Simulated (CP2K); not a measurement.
**Converging shifted k-point meshes: FeAl (P4mm, 2 atoms in the cell)**

```yaml
crystal:
  lattice:
    - [2.91873, 0.00000, 0.00000]
    - [0.00000, 2.91873, 0.00000]
    - [0.00000, 0.00000, 2.91873]
  atoms:
    - { symbol: Al, position: [0.50000, 0.50000, 0.51713] }
    - { symbol: Fe, position: [0.00000, 0.00000, 0.00000] }
```

Level of theory: LDA (Pade form), GPW, DZVP-MOLOPT-SR-GTH basis, GTH-PADE potentials (GTH_POTENTIALS) (CP2K).

Base settings: CUTOFF = 600 Ry; REL_CUTOFF = 40 Ry; SMEAR/METHOD = FERMI_DIRAC; ELECTRONIC_TEMPERATURE = 1160.45 K; KPOINTS/SCHEME = MONKHORST-PACK 5 5 5; XC_FUNCTIONAL = PADE; Al/BASIS_SET = DZVP-MOLOPT-SR-GTH-q3; Al/POTENTIAL = GTH-PADE-q3; Fe/BASIS_SET = DZVP-MOLOPT-SR-GTH-q16; Fe/POTENTIAL = GTH-PADE-q16.

Only quantities that move along the ladder and can be compared are tabulated.

The starting cell has typed, rounded lattice constants, without a prior relaxation at this level. Its lattice was rescaled by up to half a per cent. One atom was moved a little off its site on purpose. Spin polarisation is off. Values carry the incompleteness of an atom-centred basis. In the base run, with a pressure of about -18 GPa the cell is away from its equilibrium volume at this level. Without a gap this mesh is coarse (it stands for a supercell whose shortest vector is 15 Å).

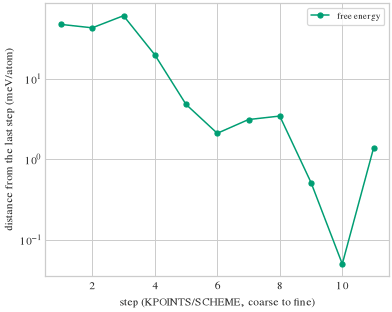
Distance from the last step along the ladder; very small values are drawn at a floor.

| KPOINTS/SCHEME | free energy less the last step's (meV/atom) | pressure (GPa) | largest difference of a force vector from the last step's (eV/Å) |
|---|---|---|---|
| MONKHORST-PACK 2 2 2 | -47.25 | -23.03 | 0.048 |
| MACDONALD 3 3 3 0.1666666667 0.1666666667 0.1666666667 | 42.85 | -18.21 | 0.012 |
| MONKHORST-PACK 4 4 4 | 60.56 | -17.23 | 0.002 |
| MACDONALD 5 5 5 0.1 0.1 0.1 | -19.84 | -19.26 | 0.003 |
| MONKHORST-PACK 6 6 6 | 4.80 | -18.69 | 0.001 |
| MACDONALD 7 7 7 0.07142857143 0.07142857143 0.07142857143 | 2.10 | -18.76 | 0.000 |
| MONKHORST-PACK 8 8 8 | -3.11 | -18.93 | 0.001 |
| MACDONALD 9 9 9 0.05555555556 0.05555555556 0.05555555556 | 3.44 | -18.70 | 0.000 |
| MONKHORST-PACK 10 10 10 | 0.51 | -18.81 | 0.000 |
| MACDONALD 11 11 11 0.04545454545 0.04545454545 0.04545454545 | -0.01 | -18.83 | 0.000 |
| MONKHORST-PACK 12 12 12 | 1.37 | -18.77 | 0.000 |
| MACDONALD 13 13 13 0.03846153846 0.03846153846 0.03846153846 | 0.00 | -18.84 | 0.000 |

Coarsest KPOINTS/SCHEME that holds the pressure within 0.5 GPa of the last step, with all finer ones: MACDONALD 5 5 5 0.1 0.1 0.1; the step before is off by 1.6 GPa.

Coarsest KPOINTS/SCHEME that holds the forces within 0.005 eV/Å of the last step, with all finer ones: MONKHORST-PACK 4 4 4; the step before is off by 0.012 eV/Å.

Coarsest KPOINTS/SCHEME that holds the free energy within 1 meV/atom: not settled: the last two steps still differ by 1.4 meV/atom, over half the tolerance, so the ladder does not show it.
